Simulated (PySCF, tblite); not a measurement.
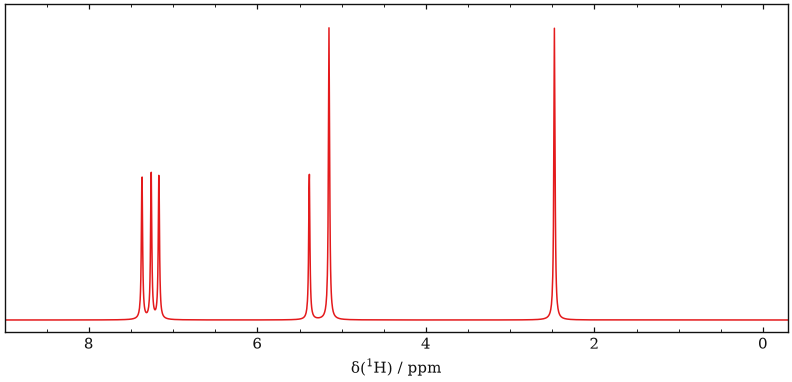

GIAO shifts, PBE0/pcSseg-1, PySCF 2.14.0, at a GFN2-xTB geometry (a minimum by its frequencies), against TMS for ¹H computed at the same level. Gas phase, fully decoupled, line heights follow the number of nuclei, widths are arbitrary (no quadrupolar broadening); values of one conformer, averaged over nuclei that symmetry, rotation about single bonds or ring flips exchange, these motions taken as fast; other conformers aren't averaged in.

**Which molecule was computed?**
A. C₆H₁₀OSi₂, SMILES O=C1C=C(/C([SiH3])=C\[SiH3])C1
B. C₄H₈B₂O, SMILES B1C=CCOBC1

Option B. Its ¹H signals: 7.37 (1 H), 7.26 (1 H), 7.17 (1 H), 5.38 (1 H), 5.15 (2 H), 2.47 (2 H) ppm.

Caveats: the tight-binding geometry is rougher than a DFT one and adds to the error.
